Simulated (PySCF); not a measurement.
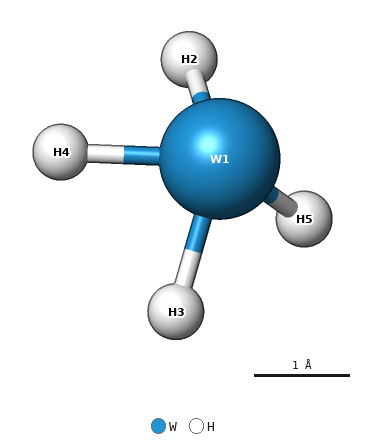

*The input geometry (ball-and-stick view, seen at a tilt; atoms are numbered from 1 in the order of the input). Sticks mark near contacts.*

Bond lengths as drawn: H–W 1.67 Å.

**Frequency calculation of WH4**

WH4, multiplicity 3, computed with UKS-based PBE0, W x2c-TZVPall, H x2c-TZVPall; spin-free X2C-1e, Gaussian nucleus; density fitting (PySCF 2.14.0).

**The input**
```python
from pyscf import gto, scf, dft
mol = gto.M(atom='''
W      0.000000     0.000000    -0.017386
H     -0.000000     1.463677     0.793319
H     -0.000000    -1.463677     0.793319
H      1.463677     0.000000     0.793319
H     -1.463677     0.000000     0.793319''',
    basis={'W': 'x2c-TZVPall', 'H': 'x2c-TZVPall'},
    nucmod='G',
    charge=0, spin=2)
mf = dft.UKS(mol, xc='PBE0')
mf.grids.atom_grid = (75, 302)
aux = {'W': 'AutoAux', 'H': 'AutoAux'}  # AutoAux: made from the orbital basis by basis_set_exchange (get_aux=1)
mf = mf.density_fit(auxbasis=aux).sfx2c1e()
mf.conv_tol = 1e-09
mf.diis_space = 10
mf.max_cycle = 60
mf.verbose = 4
mf.kernel()
```

The script is an equivalent of the set-up of the self-consistent field. The run itself was carried out by a driver, which started from the orbitals of the step before it where there was one and computed the further properties.

Launch command:
```bash
OMP_NUM_THREADS=2 python axn.py task.json out
```

**What the program printed**
```
init E= -16145.6908479527
  alpha nocc = 40  HOMO = -0.227463180234126  LUMO = -0.0593198343821299
  beta  nocc = 38  HOMO = -0.308524029006067  LUMO = -0.0716144096615188
  HOMO = -0.227463180234  LUMO = -0.0716144096615  gap/eV = 4.24086
cycle= 1 E= -16145.6908479527  delta_E= 1.27e-11  |g|= 5.09e-06  |ddm|= 7.2e-06
  alpha nocc = 40  HOMO = -0.227461002525512  LUMO = -0.0593183321581225
  beta  nocc = 38  HOMO = -0.308523261673771  LUMO = -0.0716123790435907
  HOMO = -0.227461002526  LUMO = -0.0716123790436  gap/eV = 4.24086
Extra cycle  E= -16145.6908479527  delta_E= 2.36e-11  |g|= 1.03e-05  |ddm|= 1.2e-05
converged SCF energy = -16145.6908479527  <S^2> = 2.0276591  2S+1 = 3.0183831
```

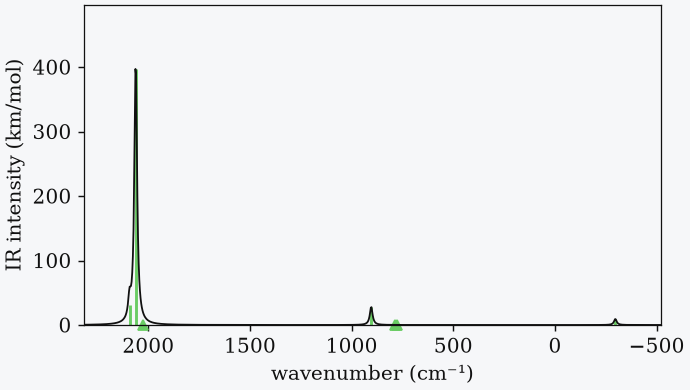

*Harmonic infrared spectrum, unscaled: sticks (degenerate modes added up, dark ones marked on the axis) with a Lorentzian envelope of 16 cm⁻¹ full width, scaled to the tallest stick; imaginary modes are drawn at negative wavenumbers.*

9 modes from 297i to 2093 cm⁻¹, 2 imaginary beyond 8i (297i, 297i cm⁻¹): not a minimum. The strongest line is at 2062 cm⁻¹ (397 km/mol). All modes, in cm⁻¹ (km/mol): 297i (4.6), 297i (4.6), 776 (0.0), 789 (0.0), 904 (28), 2024 (0.0), 2062 (199), 2062 (199), 2093 (32).

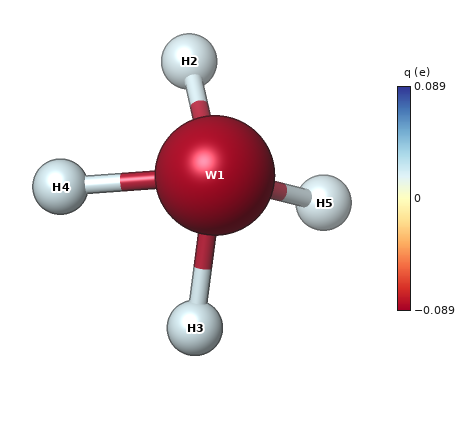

*Mulliken charges, as the colour of each atom (ball-and-stick view, seen at a tilt; atoms are numbered from 1 in the order of the input).*

By element: W −0.08 and H +0.02 e.

**Results in brief**

- outcome: converged
- total energy: −16145.690848 hartree
- ⟨S²⟩: 2.028
- zero-point energy: 0.024396 hartree
- dipole moment: 3.65 D
- wavenumbers, lowest and highest: 297i and 2093 cm⁻¹
- hardware: 2 threads of Arm Neoverse V1, 24 GiB of memory available, shared host
- wall time: 86 s (CPU time 2.4 min)
- peak memory: 1.5 GiB
